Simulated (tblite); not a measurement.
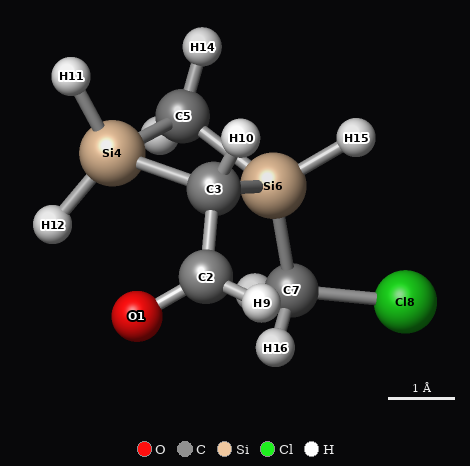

Fig. 1: The starting structure (ball-and-stick view, seen at a tilt; atoms are numbered from 1 in the order of the input).

## C4H9ClOSi2: geometry relaxation (part 1 of 3)

System: C4H9ClOSi2.
Method: GFN2-xTB geometry optimisation, gas phase (tblite 0.8.0).

It belongs to a series of runs on one base structure; here: CH2 replaced by C=O.

Output
```
step      E/eV     max force
  0    -684.25299    2.449
  1    -684.47690    1.079
  2    -684.52448    1.189
  3    -684.57962    0.650
  4    -684.63867    0.382
  5    -684.65542    0.380
  6    -684.66915    0.272
  7    -684.67918    0.255
  8    -684.68962    0.233
  9    -684.69891    0.250
 10    -684.70649    0.251
 11    -684.71199    0.179
 12    -684.71596    0.143
 13    -684.71832    0.116
 14    -684.72018    0.125
 15    -684.72263    0.162
 16    -684.72581    0.161
 17    -684.72913    0.170
 18    -684.73188    0.126
 19    -684.73409    0.124
 20    -684.73625    0.126
 21    -684.73866    0.122
 22    -684.74131    0.115
 23    -684.74434    0.138
 24    -684.74826    0.171
 25    -684.75347    0.207
 26    -684.75936    0.180
 27    -684.76455    0.160
 28    -684.76795    0.274
 29    -684.76239    0.920
 30    -684.77187    0.119
 31    -684.77322    0.090
 32    -684.77699    0.147
 33    -684.77808    0.112
 34    -684.78075    0.084
 35    -684.78185    0.095
 36    -684.78354    0.108
 37    -684.78539    0.100
 38    -684.78771    0.124
 39    -684.78961    0.125
 40    -684.79028    0.364
 41    -684.79287    0.106
 42    -684.79437    0.129
 43    -684.79581    0.132
 44    -684.79699    0.080
 45    -684.79803    0.063
 46    -684.79871    0.062
 47    -684.79920    0.080
 48    -684.79966    0.066
 49    -684.80016    0.071
 50    -684.80065    0.065
 51    -684.80109    0.085
 52    -684.80152    0.118
 53    -684.80205    0.077
 54    -684.80276    0.087
 55    -684.80348    0.076
 56    -684.80406    0.076
 57    -684.80457    0.072
 58    -684.80507    0.065
 59    -684.80557    0.076
 60    -684.80597    0.103
 61    -684.80628    0.060
 62    -684.80658    0.061
 63    -684.80692    0.046
 64    -684.80726    0.056
 65    -684.80758    0.049
 66    -684.80783    0.032
 67    -684.80803    0.030
 68    -684.80819    0.033
 69    -684.80837    0.033
 70    -684.80858    0.041
 71    -684.80880    0.041
 72    -684.80900    0.036
 73    -684.80918    0.041
 74    -684.80934    0.027
 75    -684.80951    0.052
 76    -684.80965    0.039
 77    -684.80986    0.040
 78    -684.81011    0.042
 79    -684.81034    0.033
 80    -684.81048    0.020
 81    -684.81056    0.022
 82    -684.81063    0.032
 83    -684.81073    0.033
 84    -684.81084    0.033
 85    -684.81093    0.020
 86    -684.81100    0.021
 87    -684.81107    0.031
 88    -684.81113    0.034
 89    -684.81122    0.028
 90    -684.81131    0.025
 91    -684.81140    0.022
 92    -684.81148    0.031
 93    -684.81159    0.041
 94    -684.81175    0.043
 95    -684.81197    0.037
 96    -684.81220    0.032
 97    -684.81237    0.033
 98    -684.81250    0.033
 99    -684.81268    0.036
100    -684.81302    0.053
101    -684.81368    0.066
102    -684.81475    0.106
103    -684.81599    0.179
104    -684.80373    0.528
105    -684.81823    0.125
106    -684.81949    0.156
107    -684.81617    0.379
108    -684.82187    0.120
109    -684.82315    0.080
110    -684.81642    0.589
111    -684.82520    0.069
112    -684.82652    0.070
113    -684.82274    0.672
114    -684.83043    0.080
115    -684.83237    0.091
116    -684.83426    0.491
117    -684.83772    0.118
118    -684.83883    0.098
119    -684.83967    0.277
120    -684.84076    0.135
121    -684.84173    0.068
122    -684.84310    0.053
123    -684.84681    0.284
124    -684.84896    0.087
125    -684.85012    0.185
126    -684.85111    0.097
127    -684.85178    0.067
128    -684.85247    0.102
129    -684.85298    0.039
130    -684.85330    0.040
131    -684.85351    0.044
132    -684.85377    0.040
133    -684.85405    0.045
134    -684.85437    0.052
135    -684.85476    0.054
136    -684.85512    0.034
137    -684.85532    0.027
138    -684.85544    0.024
139    -684.85554    0.022
140    -684.85565    0.029
141    -684.85578    0.037
142    -684.85593    0.034
143    -684.85605    0.022
144    -684.85614    0.022
145    -684.85620    0.018
146    -684.85625    0.019
147    -684.85629    0.015
148    -684.85632    0.010
149    -684.85634    0.010
150    -684.85635    0.009
```

Trajectory as extended XYZ (Å, eV, eV/Å), 28 of the 151 frames kept, from step=0 to step=150
```
17
Properties=species:S:1:pos:R:3:forces:R:3 step=0 energy=-684.25299
O     0.9038    1.9424   -1.6808   -0.6120   0.3590   0.5260
C     0.5388    1.9998   -0.5194    1.3610  -1.0900  -0.4010
C     0.8264    0.8674    0.3981    0.2930   2.0800   0.1000
Si    1.7117   -0.5394   -0.4368    2.2400  -0.4360  -0.8890
C     0.5336   -1.7000    0.4304   -0.6260  -1.3090   0.1610
Si   -0.6190   -0.2649    0.7455   -0.5390  -0.1300   2.1060
C    -2.0833   -0.1314   -0.3628   -1.3320  -0.6530  -1.0390
Cl   -3.5658    0.1008    0.6264    0.1370  -0.1030  -0.1630
H     0.0313    2.8676   -0.1268   -0.3750   0.4990   0.2550
H     1.2932    1.1556    1.3525   -0.3760   0.2670  -0.4120
H     3.0916   -0.7331    0.0880   -0.2900   0.1190  -0.2440
H     1.6192   -0.5055   -1.8879    0.0210  -0.1610   0.0720
H     0.0944   -2.4852   -0.2046    0.4600  -0.0620   0.6680
H     0.9182   -2.0642    1.4002   -0.2300  -0.2640  -0.8320
H    -1.0139   -0.1383    2.1608   -0.1230   0.0270  -0.0740
H    -2.0606    0.7107   -1.0393    0.0490   0.0800  -0.2150
H    -2.2267   -1.0701   -0.9536   -0.0570   0.7780   0.3820
17
Properties=species:S:1:pos:R:3:forces:R:3 step=6 energy=-684.66915
O     0.8540    1.9834   -1.6992   -0.0210   0.0770  -0.0420
C     0.5939    2.0088   -0.5190   -0.2440  -0.1190  -0.0140
C     0.8671    0.8967    0.3880   -0.1360   0.0760   0.0130
Si    1.7931   -0.5614   -0.4528    0.0820  -0.0420   0.0960
C     0.5117   -1.7118    0.4132    0.0040  -0.1190   0.0570
Si   -0.6459   -0.2584    0.8333    0.1210  -0.0070   0.0750
C    -2.1200   -0.1316   -0.3776   -0.0220  -0.0230   0.0350
Cl   -3.5937    0.0884    0.6060   -0.0700   0.0230  -0.1120
H     0.0347    2.8750   -0.1043    0.1630  -0.0050   0.1410
H     1.2659    1.2368    1.3417    0.0280   0.1230  -0.0870
H     3.1511   -0.7307    0.0748   -0.0070   0.0080  -0.1440
H     1.6371   -0.5389   -1.9022    0.1320  -0.1010   0.1090
H     0.1216   -2.5507   -0.1520   -0.0790   0.0390  -0.0990
H     0.9127   -2.1387    1.3274    0.0930  -0.0260   0.0220
H    -1.0678   -0.1212    2.2385   -0.0370   0.0320  -0.2000
H    -2.0591    0.7090   -1.0666   -0.0030  -0.0200   0.0810
H    -2.2635   -1.0425   -0.9593   -0.0020   0.0850   0.0690
17
Properties=species:S:1:pos:R:3:forces:R:3 step=11 energy=-684.71199
O     0.8171    2.0097   -1.7087   -0.1670  -0.0430  -0.0200
C     0.5598    2.0006   -0.5291    0.1510   0.0590   0.0760
C     0.8526    0.8957    0.3824    0.0430  -0.0180  -0.0400
Si    1.8074   -0.5731   -0.4263   -0.1120   0.0160   0.0040
C     0.5155   -1.7343    0.4204    0.0570   0.0050   0.0100
Si   -0.6344   -0.2706    0.8472   -0.0750  -0.0420  -0.1320
C    -2.1231   -0.1279   -0.3565    0.0300  -0.0180  -0.0400
Cl   -3.6272    0.0945    0.5704   -0.0620   0.0430   0.0440
H     0.0758    2.8798   -0.0564   -0.0330   0.0410  -0.0050
H     1.2641    1.2998    1.3084   -0.0230  -0.0540  -0.0560
H     3.1826   -0.7289    0.0350    0.0730   0.0040   0.0310
H     1.6857   -0.5809   -1.8743    0.0520  -0.0420  -0.0330
H     0.1057   -2.5534   -0.1662    0.0290   0.0970   0.0090
H     0.9382   -2.1762    1.3185   -0.0440  -0.0550   0.0100
H    -1.1002   -0.1037    2.2199   -0.0430   0.0220   0.0810
H    -2.0547    0.7087   -1.0477    0.0670   0.0540   0.0610
H    -2.2718   -1.0277   -0.9469    0.0580  -0.0710   0.0010
17
Properties=species:S:1:pos:R:3:forces:R:3 step=17 energy=-684.72913
O     0.7294    2.0084   -1.7218   -0.0780  -0.0510   0.0280
C     0.5542    2.0111   -0.5262   -0.0750   0.0140  -0.0620
C     0.8515    0.8976    0.3688    0.0550  -0.0460  -0.0200
Si    1.8141   -0.5763   -0.4219    0.0830   0.0000  -0.0150
C     0.5276   -1.7333    0.4344   -0.0560   0.0350  -0.0010
Si   -0.6390   -0.2703    0.8451    0.0230  -0.0840   0.0870
C    -2.1256   -0.1337   -0.3557   -0.0120   0.0460   0.0810
Cl   -3.6476    0.1110    0.5588    0.1400  -0.0430  -0.0870
H     0.1028    2.8985   -0.0354    0.0360   0.0490   0.0260
H     1.2631    1.2893    1.2970    0.0240  -0.0210   0.0270
H     3.2032   -0.7220    0.0298   -0.0840   0.0320   0.0250
H     1.7292   -0.6205   -1.8766    0.0010  -0.0080   0.0460
H     0.1117   -2.5253   -0.1801   -0.0100  -0.0070  -0.0340
H     0.9267   -2.2166    1.3225   -0.0190   0.0440  -0.0070
H    -1.1225   -0.0901    2.2177    0.0360   0.0090  -0.0320
H    -2.0270    0.7221   -1.0193   -0.0310  -0.0680  -0.0580
H    -2.2590   -1.0377   -0.9470   -0.0320   0.0980  -0.0040
17
Properties=species:S:1:pos:R:3:forces:R:3 step=22 energy=-684.74131
O     0.6224    1.9883   -1.7304   -0.0880  -0.0370   0.0650
C     0.5290    2.0128   -0.5251    0.0180  -0.0390  -0.0040
C     0.8569    0.8958    0.3582   -0.0680   0.0310   0.0600
Si    1.8239   -0.5781   -0.4205   -0.0280  -0.0050   0.0190
C     0.5298   -1.7301    0.4361    0.0090  -0.0530  -0.0390
Si   -0.6314   -0.2775    0.8563   -0.0010   0.0950  -0.0280
C    -2.1107   -0.1287   -0.3461    0.0000   0.0050  -0.1150
Cl   -3.6343    0.1138    0.5390   -0.0630   0.0200   0.0940
H     0.1406    2.9238   -0.0175    0.0530  -0.0520  -0.0010
H     1.2723    1.2652    1.2943    0.0400   0.0700  -0.0230
H     3.2040   -0.7064    0.0478    0.0060   0.0130   0.0580
H     1.7615   -0.6539   -1.8726   -0.0170   0.0140  -0.0050
H     0.1143   -2.5033   -0.2007   -0.0400  -0.0630  -0.0150
H     0.9076   -2.2315    1.3221    0.0500   0.0080  -0.0140
H    -1.1270   -0.0761    2.2191    0.0470  -0.0030   0.0160
H    -2.0098    0.7161   -1.0195    0.0400   0.0830  -0.0470
H    -2.2562   -1.0183   -0.9506    0.0410  -0.0860  -0.0200
17
Properties=species:S:1:pos:R:3:forces:R:3 step=28 energy=-684.76795
O     0.3552    1.9089   -1.7076   -0.0880  -0.0390  -0.2370
C     0.4765    1.9923   -0.5106    0.0890  -0.0180   0.2580
C     0.8601    0.8965    0.3702    0.0960  -0.0030   0.0000
Si    1.8256   -0.5846   -0.4058   -0.0730  -0.0050   0.0150
C     0.5148   -1.7421    0.4133    0.0070   0.0360   0.0140
Si   -0.6275   -0.2685    0.8527    0.0150  -0.0590  -0.0720
C    -2.0868   -0.1075   -0.3802    0.0730  -0.0500   0.0670
Cl   -3.6016    0.1258    0.5364    0.0190   0.0550  -0.0880
H     0.2534    2.9468    0.0106    0.0080   0.0570  -0.0370
H     1.3205    1.2790    1.2795   -0.0460   0.0490   0.0110
H     3.1869   -0.6622    0.1304   -0.0120  -0.0290  -0.0020
H     1.8045   -0.6945   -1.8564    0.0120   0.0770  -0.0150
H     0.0935   -2.5059   -0.2374    0.0230   0.0200   0.1060
H     0.9018   -2.2436    1.2967   -0.0430  -0.0480  -0.0580
H    -1.0891   -0.0539    2.2271    0.0010  -0.0310  -0.0460
H    -1.9685    0.7375   -1.0592   -0.0830  -0.0810   0.0940
H    -2.2265   -1.0121   -0.9694    0.0040   0.0680  -0.0090
17
Properties=species:S:1:pos:R:3:forces:R:3 step=33 energy=-684.77808
O     0.2573    1.8785   -1.6923   -0.0080  -0.0340   0.0950
C     0.4656    1.9843   -0.5036   -0.0120   0.0500  -0.1000
C     0.8726    0.9000    0.3752   -0.0250   0.0230  -0.0040
Si    1.8215   -0.5878   -0.4013    0.0930   0.0190  -0.0160
C     0.5127   -1.7435    0.4093    0.0240  -0.0330   0.0110
Si   -0.6190   -0.2691    0.8437    0.0330  -0.0050   0.0700
C    -2.0732   -0.1103   -0.3812   -0.0750   0.0170   0.0080
Cl   -3.5919    0.1426    0.5207   -0.0190  -0.0060  -0.0150
H     0.2968    2.9579    0.0050    0.0340   0.0140  -0.0560
H     1.3288    1.2959    1.2798   -0.0040  -0.0030   0.0240
H     3.1762   -0.6560    0.1555   -0.0160  -0.0490  -0.0200
H     1.8210   -0.6887   -1.8530   -0.0020   0.0780  -0.0040
H     0.0874   -2.5069   -0.2325   -0.0370  -0.0320  -0.0550
H     0.8951   -2.2600    1.2823    0.0170  -0.0160   0.0750
H    -1.0758   -0.0547    2.2169   -0.0200  -0.0210   0.0080
H    -1.9673    0.7356   -1.0542    0.0360   0.0260  -0.0160
H    -2.2147   -1.0056   -0.9800   -0.0170  -0.0280  -0.0070
17
Properties=species:S:1:pos:R:3:forces:R:3 step=39 energy=-684.78961
O     0.1034    1.8102   -1.6560    0.0460   0.0180   0.1110
C     0.4463    1.9769   -0.5040    0.0070  -0.0210  -0.1150
C     0.8773    0.9110    0.3884   -0.1190  -0.0240   0.0310
Si    1.8292   -0.5830   -0.3921   -0.0210  -0.0240   0.0350
C     0.5193   -1.7612    0.4060   -0.0100   0.0930  -0.0130
Si   -0.6110   -0.2818    0.8449    0.0030   0.0710   0.0500
C    -2.0674   -0.1057   -0.3837    0.0380  -0.0240   0.0070
Cl   -3.5944    0.1583    0.4955   -0.0170   0.0140   0.0200
H     0.3921    2.9949   -0.0569    0.0550  -0.0950  -0.0280
H     1.3388    1.3158    1.2880   -0.0170  -0.0170  -0.0400
H     3.1727   -0.6872    0.1894   -0.0350  -0.0140  -0.0520
H     1.8380   -0.6077   -1.8507   -0.0020   0.0300   0.0810
H     0.0749   -2.5124   -0.2432    0.0870   0.0220   0.0240
H     0.8933   -2.2810    1.2859   -0.0090   0.0220  -0.0910
H    -1.0691   -0.0745    2.2216   -0.0070  -0.0270  -0.0360
H    -1.9385    0.7383   -1.0572    0.0030  -0.0040   0.0160
H    -2.2120   -0.9989   -0.9860   -0.0020  -0.0200  -0.0020
17
Properties=species:S:1:pos:R:3:forces:R:3 step=44 energy=-684.79699
O     0.0885    1.7895   -1.6555    0.0380   0.0010   0.0680
C     0.4495    1.9689   -0.5117   -0.0070  -0.0200  -0.0770
C     0.8592    0.9099    0.3995    0.0650   0.0270  -0.0370
Si    1.8252   -0.5791   -0.3804   -0.0280   0.0510  -0.0020
C     0.5181   -1.7523    0.4054   -0.0070  -0.0300  -0.0030
Si   -0.6165   -0.2795    0.8526   -0.0490  -0.0440  -0.0250
C    -2.0682   -0.1084   -0.3796   -0.0120  -0.0110  -0.0010
Cl   -3.6016    0.1624    0.4906    0.0190   0.0190   0.0070
H     0.4343    2.9951   -0.0873    0.0510  -0.0260  -0.0060
H     1.3321    1.3220    1.2878   -0.0350   0.0140   0.0250
H     3.1716   -0.7135    0.1785    0.0120   0.0200   0.0060
H     1.8347   -0.5537   -1.8345   -0.0090  -0.0020  -0.0170
H     0.0906   -2.5109   -0.2429   -0.0010   0.0100  -0.0480
H     0.8983   -2.2787    1.2759    0.0080   0.0180   0.0270
H    -1.0774   -0.0933    2.2248   -0.0340  -0.0040   0.0700
H    -1.9291    0.7356   -1.0518   -0.0290  -0.0230   0.0100
H    -2.2165   -1.0019   -0.9813    0.0200  -0.0020   0.0040
17
Properties=species:S:1:pos:R:3:forces:R:3 step=50 energy=-684.80065
O     0.0855    1.7684   -1.6570    0.0310  -0.0150   0.0550
C     0.4602    1.9591   -0.5199    0.0000   0.0290  -0.0120
C     0.8549    0.9119    0.4100   -0.0510  -0.0060   0.0120
Si    1.8197   -0.5683   -0.3768    0.0310  -0.0180  -0.0040
C     0.5164   -1.7521    0.4012    0.0170   0.0160  -0.0110
Si   -0.6246   -0.2863    0.8588    0.0210   0.0150   0.0040
C    -2.0716   -0.1141   -0.3767   -0.0250   0.0110   0.0090
Cl   -3.6022    0.1721    0.4932    0.0050  -0.0180   0.0010
H     0.4835    2.9917   -0.1142    0.0230   0.0180  -0.0260
H     1.3150    1.3348    1.3004   -0.0110  -0.0090  -0.0070
H     3.1688   -0.7204    0.1752   -0.0110   0.0360  -0.0040
H     1.8245   -0.5136   -1.8313   -0.0060  -0.0180   0.0090
H     0.0995   -2.5091   -0.2564   -0.0020   0.0010   0.0180
H     0.9025   -2.2697    1.2751   -0.0150  -0.0240  -0.0230
H    -1.0881   -0.1118    2.2374    0.0040  -0.0110  -0.0330
H    -1.9354    0.7276   -1.0506    0.0150   0.0020  -0.0120
H    -2.2155   -1.0083   -0.9781   -0.0250  -0.0100   0.0230
17
Properties=species:S:1:pos:R:3:forces:R:3 step=56 energy=-684.80406
O     0.0933    1.7445   -1.6508   -0.0330   0.0610  -0.0300
C     0.4756    1.9586   -0.5209    0.0390  -0.0050  -0.0170
C     0.8395    0.9160    0.4245    0.0190   0.0010   0.0150
Si    1.8191   -0.5574   -0.3746   -0.0160   0.0120   0.0410
C     0.5201   -1.7493    0.3928   -0.0300  -0.0140   0.0160
Si   -0.6290   -0.2903    0.8575    0.0070  -0.0070   0.0140
C    -2.0798   -0.1179   -0.3718    0.0020  -0.0140  -0.0010
Cl   -3.6042    0.1758    0.5025   -0.0160   0.0100   0.0090
H     0.5529    3.0023   -0.1497   -0.0070  -0.0230  -0.0310
H     1.2891    1.3421    1.3176    0.0350  -0.0200   0.0220
H     3.1698   -0.6909    0.1756    0.0010   0.0260  -0.0010
H     1.8129   -0.5008   -1.8294    0.0060  -0.0030   0.0220
H     0.1041   -2.5036   -0.2680   -0.0020   0.0020  -0.0250
H     0.8977   -2.2779    1.2633    0.0180  -0.0020   0.0000
H    -1.0997   -0.1355    2.2354    0.0110  -0.0090  -0.0140
H    -1.9393    0.7161   -1.0547   -0.0090  -0.0100  -0.0040
H    -2.2291   -1.0199   -0.9592   -0.0240  -0.0060  -0.0140
17
Properties=species:S:1:pos:R:3:forces:R:3 step=61 energy=-684.80628
O     0.0784    1.7456   -1.6484    0.0180   0.0060   0.0570
C     0.4880    1.9594   -0.5271   -0.0280   0.0080  -0.0040
C     0.8331    0.9207    0.4325   -0.0010  -0.0030  -0.0320
Si    1.8169   -0.5509   -0.3614    0.0040  -0.0210  -0.0100
C     0.5178   -1.7523    0.3903    0.0220   0.0010  -0.0060
Si   -0.6315   -0.2938    0.8567   -0.0200   0.0000  -0.0180
C    -2.0866   -0.1236   -0.3689   -0.0040  -0.0130  -0.0070
Cl   -3.6086    0.1820    0.5079    0.0070   0.0190   0.0020
H     0.6036    3.0056   -0.1762    0.0170  -0.0050   0.0010
H     1.2847    1.3415    1.3289   -0.0040   0.0040  -0.0430
H     3.1728   -0.6581    0.1784    0.0130   0.0010   0.0270
H     1.8137   -0.5028   -1.8161    0.0020   0.0090   0.0000
H     0.1054   -2.4973   -0.2842    0.0100   0.0110   0.0000
H     0.8979   -2.2908    1.2535   -0.0170  -0.0010   0.0060
H    -1.1051   -0.1505    2.2324    0.0060  -0.0010   0.0310
H    -1.9419    0.7054   -1.0576   -0.0210  -0.0130   0.0050
H    -2.2458   -1.0279   -0.9505   -0.0040  -0.0020  -0.0090
17
Properties=species:S:1:pos:R:3:forces:R:3 step=67 energy=-684.80803
O     0.0388    1.7481   -1.6337   -0.0120   0.0200  -0.0080
C     0.4883    1.9605   -0.5281    0.0120  -0.0020  -0.0240
C     0.8256    0.9200    0.4309   -0.0180   0.0010   0.0110
Si    1.8220   -0.5498   -0.3511    0.0150  -0.0030  -0.0130
C     0.5194   -1.7534    0.3875    0.0150   0.0040  -0.0100
Si   -0.6360   -0.2973    0.8551    0.0050  -0.0050  -0.0090
C    -2.0932   -0.1323   -0.3696   -0.0160   0.0130   0.0070
Cl   -3.6083    0.1979    0.5115    0.0040  -0.0100   0.0000
H     0.6630    3.0055   -0.1986    0.0000  -0.0080   0.0090
H     1.2848    1.3422    1.3213   -0.0050   0.0070   0.0170
H     3.1769   -0.6301    0.2001   -0.0180  -0.0170   0.0080
H     1.8226   -0.5003   -1.8061    0.0150   0.0040  -0.0010
H     0.1113   -2.4870   -0.3017    0.0050  -0.0040   0.0050
H     0.8884   -2.3051    1.2470   -0.0110   0.0040   0.0050
H    -1.1015   -0.1634    2.2369    0.0110  -0.0020  -0.0160
H    -1.9482    0.6931   -1.0618    0.0090  -0.0020  -0.0100
H    -2.2610   -1.0367   -0.9496   -0.0100  -0.0020   0.0280
17
Properties=species:S:1:pos:R:3:forces:R:3 step=72 energy=-684.80900
O     0.0101    1.7529   -1.6267    0.0070  -0.0010  -0.0070
C     0.4935    1.9594   -0.5346   -0.0120   0.0180   0.0290
C     0.8159    0.9220    0.4336    0.0200   0.0030  -0.0180
Si    1.8261   -0.5441   -0.3450   -0.0070  -0.0030   0.0120
C     0.5241   -1.7532    0.3817   -0.0280  -0.0050   0.0000
Si   -0.6389   -0.3025    0.8498    0.0110   0.0180   0.0030
C    -2.1016   -0.1357   -0.3670    0.0070  -0.0090   0.0000
Cl   -3.6108    0.2079    0.5162   -0.0090   0.0130   0.0140
H     0.7165    3.0000   -0.2210    0.0020   0.0070  -0.0080
H     1.2760    1.3483    1.3227   -0.0220  -0.0100  -0.0060
H     3.1746   -0.6234    0.2185    0.0020  -0.0110   0.0060
H     1.8329   -0.4821   -1.7999    0.0190  -0.0040   0.0020
H     0.1202   -2.4830   -0.3134    0.0040  -0.0140  -0.0140
H     0.8795   -2.3109    1.2434    0.0200   0.0150  -0.0070
H    -1.0965   -0.1797    2.2347    0.0010  -0.0020  -0.0060
H    -1.9505    0.6814   -1.0681   -0.0110  -0.0040  -0.0010
H    -2.2781   -1.0454   -0.9349   -0.0060  -0.0100   0.0010
```
